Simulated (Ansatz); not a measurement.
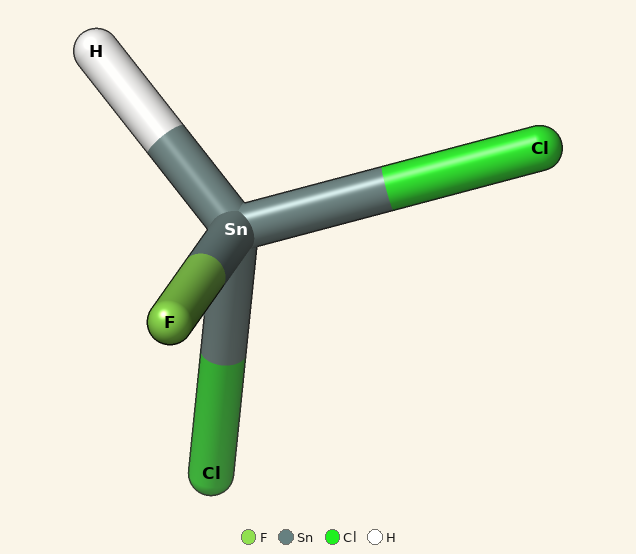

Stick drawing of a structure.

Identify the structure.

It has 5 atoms: 2 chlorine, 1 fluorine, 1 hydrogen and 1 tin (Cl₂FHSn). Its SMILES string is `[F][SnH]([Cl])[Cl]`. The point group is Cs. Coordination: 1 Sn tetrahedral.

The parts below concern this one geometry. Atoms keep their numbers from picture to picture. Computed geometry: PBE0-D4/def2-TZVP optimisation.

## Shape

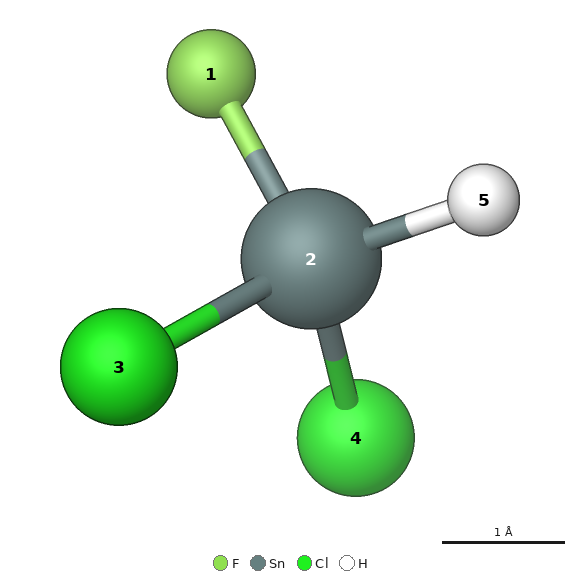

Numbered structure.

Give the bond lengths.

```csv
bond,length (Å)
F1–Sn2,1.901
Sn2–Cl3,2.292
Sn2–Cl4,2.292
Sn2–H5,1.689
```

## Dipole moment

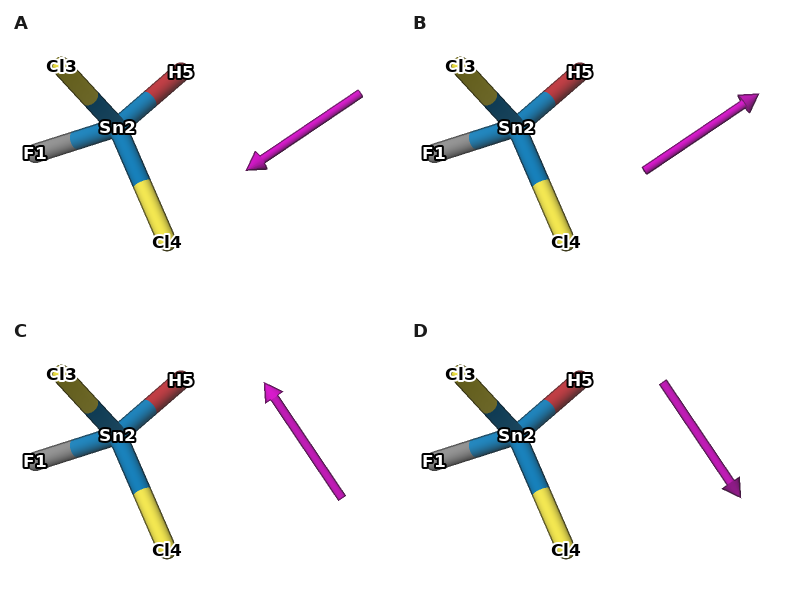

The same molecule four times, each with an arrow. Method: RKS PBE0-D4/def2-TZVP, core potentials on Sn (Ansatz 0.2.0).

**Which arrow points along the dipole moment, from the negative to the positive end?**

B. The dipole moment is 2.51 D; it points from the side of F1 to the side of H5 (the outermost atoms at the two ends).

## Vibrations

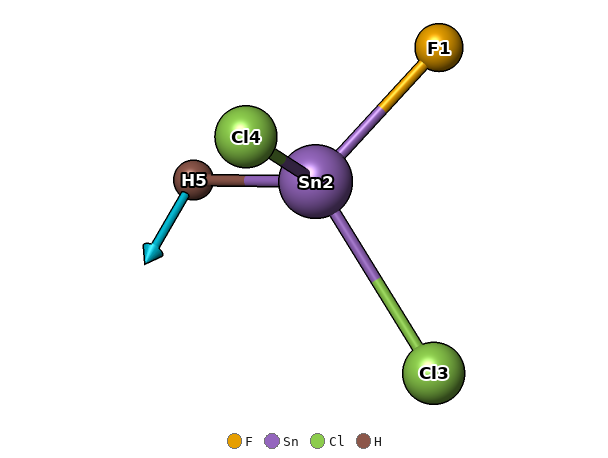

The arrows show one normal mode. Harmonic vibrations computed with RKS PBE0-D4/def2-TZVP, core potentials on Sn (Ansatz 0.2.0) at a stationary point of the same level.

**What kind of motion is it?**

Mostly F–Sn–H bending.

**At what wavenumber does it lie?**

543 cm⁻¹; it is mode 6 of 9 counted from the lowest.

## Charges

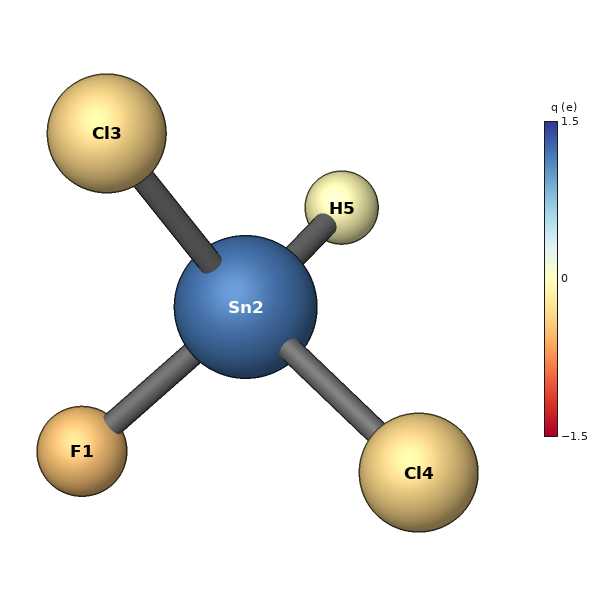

Atoms are coloured by their Mulliken charges. Method: RKS r2SCAN-D4/def2-TZVPP, core potentials on Sn (Ansatz 0.2.0).

Give the Mulliken charges atom by atom.

```tsv
atom	value (e)
F1	−0.45
Sn2	1.18
Cl3	−0.33
Cl4	−0.33
H5	−0.06
```

Mulliken values depend strongly on the basis set and can even reverse the polarity of a bond.
